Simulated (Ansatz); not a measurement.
**Geometry relaxation of NaZn$_{16}$S$_{16}$ (charge +1) (part 3 of 3)**

Continued. System: NaZn$_{16}$S$_{16}$ (defect cell, 33 atoms in the cell, total charge +1). Method: DFT PBE, scalar-relativistic, plane waves, PAW, no spin polarisation (Ansatz 0.2.0); cutoff 420 eV, 2×2×2 k-mesh, Gaussian smearing of 0.01 eV. The structure derives from a Materials Project entry. It belongs to a series of runs on one base structure; here: Na interstitial, charge +1, atoms relaxed at the host's cell.

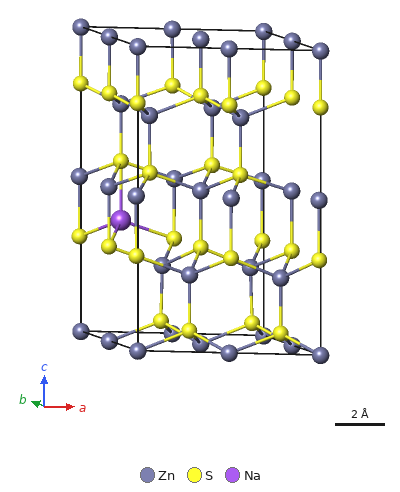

Figure 1. The geometry at step 4 of the log (ball-and-stick view of the cell of the calculation, seen slightly off an axis).

### Trajectory as extended XYZ, continued
```
33
Lattice="3.8462 6.6617 0.0000 3.8462 -6.6617 0.0000 0.0000 0.0000 -12.5887" Properties=species:S:1:pos:R:3:forces:R:3 step=4 energy=-69056.08357
Zn    3.8458   -2.1485   -3.0493   -0.0041   0.0006  -0.0096
Zn    1.9882    1.0623   -3.0491    0.0010   0.0025  -0.0103
Zn    5.6995    1.0627   -3.0496   -0.0053   0.0021  -0.0071
Zn    3.8426    4.4348   -3.0154    0.0032  -0.0030  -0.0162
Zn    1.9254   -1.1148   -9.4845    0.0013   0.0030   0.0064
Zn    3.8440   -4.4461   -9.5627    0.0017  -0.0021   0.0067
Zn    3.8448    2.2101   -9.4847   -0.0017  -0.0025   0.0058
Zn    5.7635   -1.1139   -9.4853   -0.0018   0.0004   0.0073
Zn    1.9954    3.3672   -6.3888    0.0074   0.0065   0.0077
Zn    3.8427   -0.0070   -6.3015    0.0023  -0.0021   0.0060
Zn   -0.0032   -0.0928   -6.3906   -0.0017  -0.0085   0.0094
Zn    1.8417   -3.2932   -6.3840   -0.0011   0.0035   0.0054
Zn    3.8434   -0.0058  -12.5526    0.0050  -0.0019  -0.0037
Zn    1.9191    3.3231  -12.5707    0.0005   0.0037  -0.0053
Zn    1.9217   -3.3375  -12.5715   -0.0013  -0.0022  -0.0090
Zn   -0.0017   -0.0054  -12.5699   -0.0059  -0.0019  -0.0041
S     3.8439   -2.2228   -0.7481    0.0000  -0.0026   0.0121
S     1.9238    1.1017   -0.7480   -0.0024   0.0009   0.0099
S     5.7639    1.1017   -0.7483    0.0025   0.0011   0.0138
S     3.8430    4.4345   -0.7273    0.0027   0.0025   0.0122
S     1.9400   -1.1060   -7.1155    0.0018   0.0039  -0.0121
S     3.8418   -4.4463   -7.1971    0.0004  -0.0026  -0.0110
S     3.8433    2.1901   -7.1159   -0.0031  -0.0012  -0.0111
S     5.7458   -1.1057   -7.1164   -0.0015   0.0025  -0.0087
S     1.8532   -3.2987   -3.9098    0.0024  -0.0015   0.0006
S     3.8431   -6.7468   -3.9125    0.0022   0.0016   0.0013
S     3.8435   -0.0070   -3.9541    0.0023  -0.0002   0.0041
S     1.9882    3.3621   -3.9117    0.0008  -0.0006   0.0019
S     3.8443   -0.0061  -10.2255   -0.0026   0.0000  -0.0049
S     1.9293    3.3295  -10.2382   -0.0028  -0.0029   0.0005
S     1.9132   -3.3324  -10.2391    0.0010  -0.0005   0.0018
S    -0.0016   -0.0146  -10.2369    0.0006   0.0014  -0.0059
Na    3.8438   -4.4480   -4.7443   -0.0040   0.0003   0.0061
```
